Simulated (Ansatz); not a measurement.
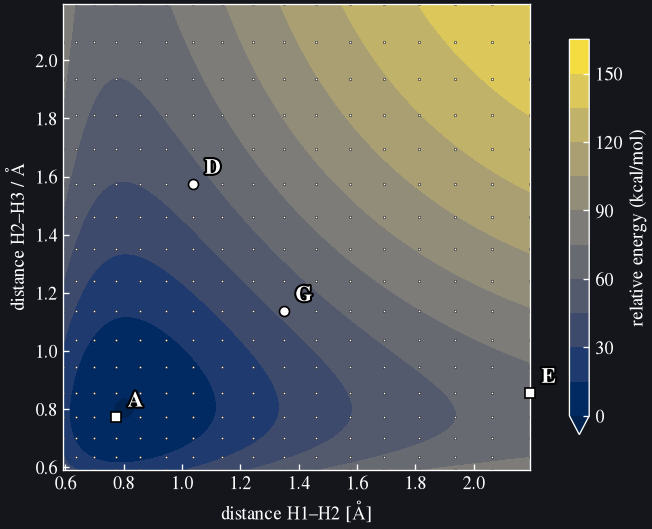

The system H⁺ + H₂. The first coordinate is: distance H1–H2; the second: distance H2–H3. Nothing is relaxed (the angle H1–H2–H3 is fixed at 120 degrees). The scan uses a 17 × 17 grid; 153 points were computed and 136 follow by symmetry. Points are written as (first, second). All energies are given in kcal/mol relative to the lowest grid point. The restricted reference is unstable at some or all points, so the energies there are unreliable. These are results of RHF-MP2, frozen core/aug-cc-pVTZ in Ansatz 0.2.0, not measurements.

Drawn: filled contours, dots at the grid points, lettered points. Between grid points the surface is interpolated.

> Is E the lowest point of the computed grid?

No. E lies 69 kcal/mol above the lowest grid point, which is at (0.774 Å, 0.774 Å).

> What kind of point is each of A, D, G: minimum, saddle, maximum or slope?

A: minimum; D: on a slope; G: on a slope. (In these two coordinates alone; a stationary point may lie a little off the grid point.)
